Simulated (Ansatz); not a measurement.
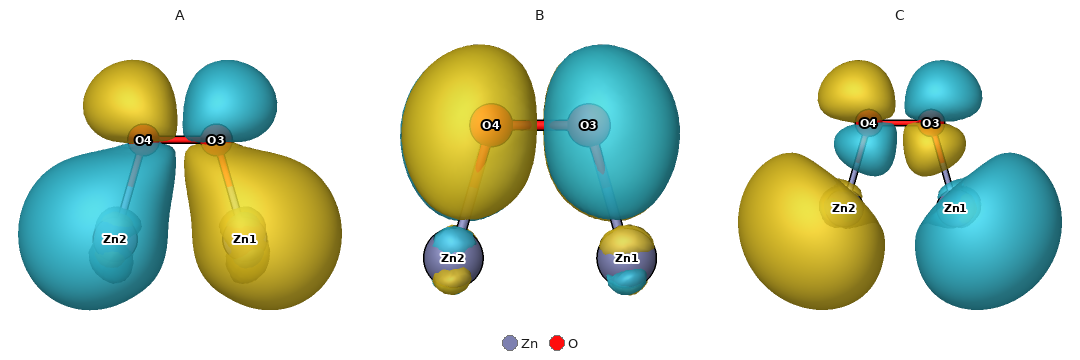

*O2Zn2. Three frontier orbitals at ±0.06 Å⁻³ᐟ² (yellow and cyan are the two phases), in no order.*

Geometry: PBE0-D4/def2-SVP.

These are results of RKS PBE0-D4/def2-TZVP in Ansatz, not measurements.

```xyz
4

Zn    0.0223    0.9140   -1.2382
Zn   -1.3452   -0.7440   -0.0761
O     1.0461    0.3814    0.3303
O     0.2768   -0.5514    0.9840
```

### Which picture is the HOMO−1, the HOMO and the LUMO?

A is the HOMO−1 (−6.86 eV). Its weight (Hirshfeld) is mainly on O4 (about 30 %), O3 (about 30 %), Zn2 (about 20 %) and Zn1 (about 20 %); it is symmetric in the molecular plane (an in-plane orbital: σ, lone-pair or in-plane π type). B is the HOMO (−5.82 eV). By Hirshfeld shares it lies mainly on O4 (about 45 %) and O3 (about 45 %); it changes sign across the molecular plane (π type); π-antibonding (a node) across O3–O4. C is the LUMO (−3.35 eV). It lies mainly on Zn1 (about 35 %), Zn2 (about 35 %), O3 (about 15 %) and O4 (about 15 %); it is symmetric in the molecular plane (an in-plane orbital: σ, lone-pair or in-plane π type).

### What is the HOMO–LUMO gap?

2.47 eV between the orbital energies.
